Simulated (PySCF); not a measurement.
```xyz
21

B    -1.7017    0.6256    1.5743
C    -1.8846    0.5695    0.0472
C    -3.0913   -0.1979   -0.4844
Si   -0.2863   -0.3241   -0.5498
N     1.0185    0.7581   -0.2997
C     2.3753    0.4584   -0.6905
C     3.1525   -0.3082    0.3762
H    -2.1511   -0.2139    2.2570
H    -1.0707    1.4822    2.0684
H    -1.8532    1.5497   -0.4336
H    -4.0130    0.3294   -0.2390
H    -3.1453   -1.1892   -0.0408
H    -3.0492   -0.3130   -1.5668
H    -0.1750   -1.6574    0.0746
H    -0.3697   -0.5277   -2.0032
H     0.9887    1.3578    0.5117
H     2.8959    1.3958   -0.9172
H     2.3259   -0.1337   -1.6052
H     2.6574   -1.2523    0.5873
H     4.1655   -0.5083    0.0369
H     3.2024    0.2708    1.2961
```

Geometry: GFN2-xTB.

Computed with PBE0/pcSseg-1, SCF density, gas phase, non-relativistic (PySCF).

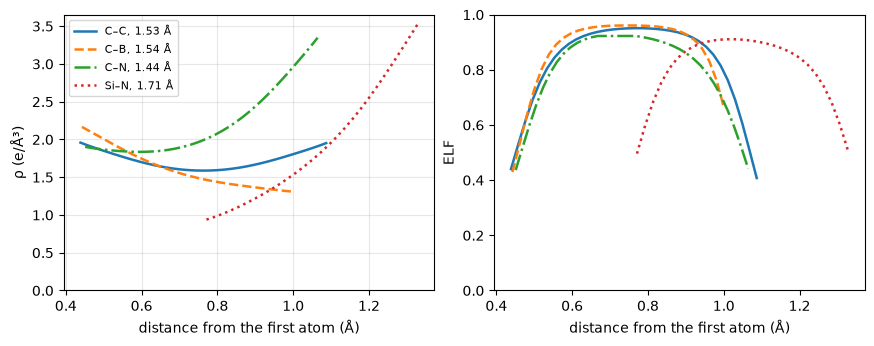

C4H14BNSi. Total electron density and electron localisation function along straight lines between neighbouring atoms. The curves leave out the atomic cores.

Question: What kind of bonding do the profiles show?

Answer: C–C (1.53 Å): ρ at the midpoint is about 1.6 e/Å³; the ELF peaks at about 0.95 between the atoms: localised, covalent bonding.
C–B (1.54 Å): ρ at the midpoint is about 1.5 e/Å³; the ELF peaks at about 0.95 between the atoms (a covalent bond).
C–N (1.44 Å): ρ is about 1.9 e/Å³ halfway; the ELF peaks at about 0.90 between the atoms: a covalent bond.
Si–N (1.71 Å): the density is about 1.1 e/Å³ at the midpoint; the ELF peaks at about 0.90 between the atoms (a polar covalent bond).
